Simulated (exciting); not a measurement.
Y2CN2O2, space group P-3m1, O K edge of atom 3, with 3 Y at 2.22 Å and 1 Y at 2.29 Å (distorted tetrahedral, site symmetry 3m); the tensor is averaged over the atoms equivalent by symmetry. Method: exciting, all-electron LAPW+lo, LDA, exchange and screened direct term (singlet BSE), 4×4×2 shifted k points, 44 conduction bands, |G+q| up to 3 bohr⁻¹, full RPA screening with nempty = 73, Lorentzian half width 0.45 eV.

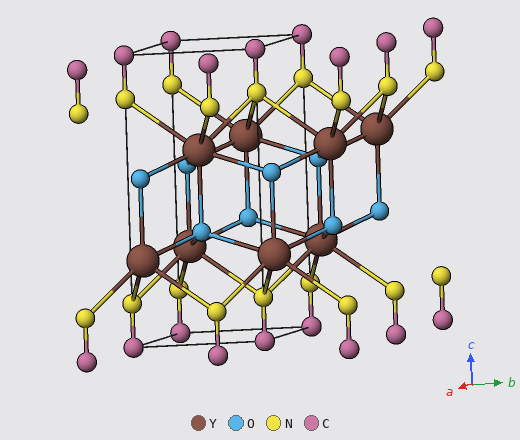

The structure (yttrium brown, oxygen blue, nitrogen yellow, carbon pink). 2×2×1 cells are drawn. Some periodic images of atoms are drawn too.

```
Y O N C
1.0
     3.69899    0.00000    0.00000
    -1.84949    3.20342    0.00000
     0.00000    0.00000    8.16886
Y O N C
2 2 2 1
Direct
  0.66667 0.33333 0.32248
  0.33333 0.66667 0.67752
  0.66667 0.33333 0.60334
  0.33333 0.66667 0.39666
  0.00000 0.00000 0.84985
  0.00000 0.00000 0.15015
  0.00000 0.00000 0.00000
```

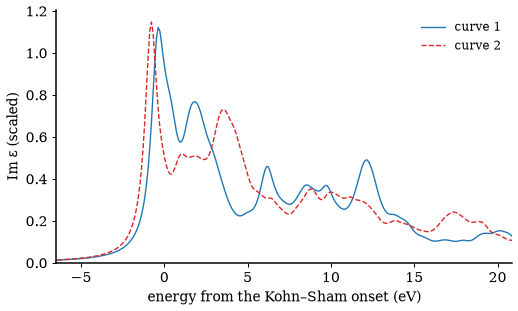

Energy from the Kohn–Sham onset, core level to the lowest empty state found on the meshes used; scaled to the maximum of the polarisation mean.

The curves are the diagonal elements of Im ε for ε ∥ c and ⊥ c. Which is which?

Curve 1: ε ∥ c, maxima -0.4 eV (1.12), 1.8 eV (0.77) and 12.2 eV (0.49); 3 lower ones aren't listed. Curve 2: ε ⊥ c, maxima -0.8 eV (1.15), 1.0 eV (0.52) and 3.5 eV (0.73); 3 lower ones aren't listed. A K edge probes the empty p states along ε, which follow the bonds' lengths and directions.

[Banner, clock and machine lines of the logs are left out without a mark of their own.]

[Logs are printed without paths, hosts, clocks, repeated set-up lines and the standing remarks that a program may print on its own settings, such as how far it seeks lower states.]

[Hosts, paths, dates, database ids (printed as entryN), source tags and the programs' standing remarks are cut or masked in the printed files.]
